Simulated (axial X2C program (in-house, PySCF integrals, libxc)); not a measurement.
Relativistic diatomic calculation, with input and output: SrO

- system: SrO, single determinant with Ω = 2 (not the lowest found). The distance is the PBE0 minimum at charge 0.
- method: expectation values, HF and Kohn-Sham, two-component X2C with atomic mean-field Coulomb and Gaunt terms, Sr dyall-cv3z, O dyall-av3z (cores contracted) (axial X2C program (in-house, PySCF integrals, libxc))

The input:
```
{"zs": [38, 8], "q": 0, "bas": ["dyall-cv3z", "dyall-av3z"], "r0": 2.14, "levels": ["PBE0", "HF", "PBE50", "BP86", "B3LYP"], "nst": 3}
```

The line is the task of a batch: nuclear charges, charge, bases, the levels to run, a first guess of the distance and further settings. This report covers the levels named above. The log is that of the reference distance, started from orbitals converged before.

Hardware: 1 thread of Arm Neoverse V1, 24 GiB of memory available, shared host.

The run was one of a batch that the task file lists, launched with:
```bash
python <driver script> task.json out
```

The program's output:
```
two-component X2C + atomic mean field  PBE0
basis functions 187  fitting functions 966  grid points 5081
iter        total energy     max residual
   1      -3252.959188443     6.61e-05
   2      -3252.959188444     4.26e-05
   3      -3252.959188444     6.84e-06
converged
one-electron -4670.10779842  Coulomb 1447.86859169  exact exchange -28.06990918  xc functional -86.11643003  nuclear repulsion 84.80225204  atomic mean-field constant -1.33589455
```

Expectation values by level of theory:

| quantity | PBE0 | HF | PBE50 | BP86 | B3LYP |
| --- | --- | --- | --- | --- | --- |
| effective field for an electron dipole moment (GV/cm) | −1.79 | −1.96 | −1.89 | −1.73 | −1.83 |
| field gradient at the first nucleus (a.u.) | −2.30 | −2.52 | −2.36 | −2.26 | −2.35 |
| field gradient at the second nucleus (a.u.) | −1.86 | −1.92 | −1.86 | −1.89 | −1.93 |
| A∥/gI, first nucleus (MHz) | 539 | 448 | 521 | 579 | 586 |
| A∥/gI, second nucleus (MHz) | 152 | 156 | 153 | 149 | 157 |

Each column comes from one determinant with 2 or more unpaired spinors, which can mix states, in a basis with contracted cores. The spread over the levels shows only part of the uncertainty.

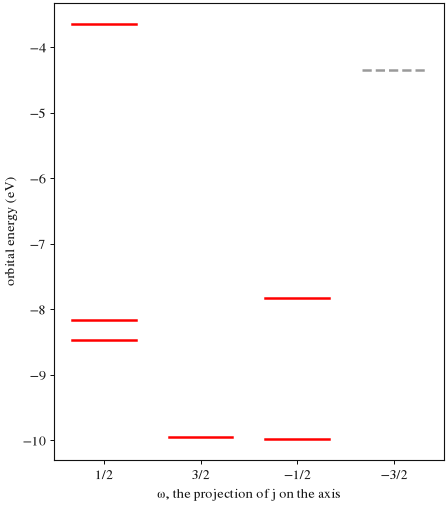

*Orbital energies (PBE0) near the frontier at 1.90 Å, filled (solid) and empty (dashed).*

The highest filled spinor (1/2; 75 % Sr s, 10 % Sr p) lies at −3.64 eV, the lowest empty one (−3/2; 79 % O p, 16 % Sr d) at −4.35 eV.

Summary:

- outcome: converged
- wall time: 3.1 s
- peak memory: 0.37 GiB
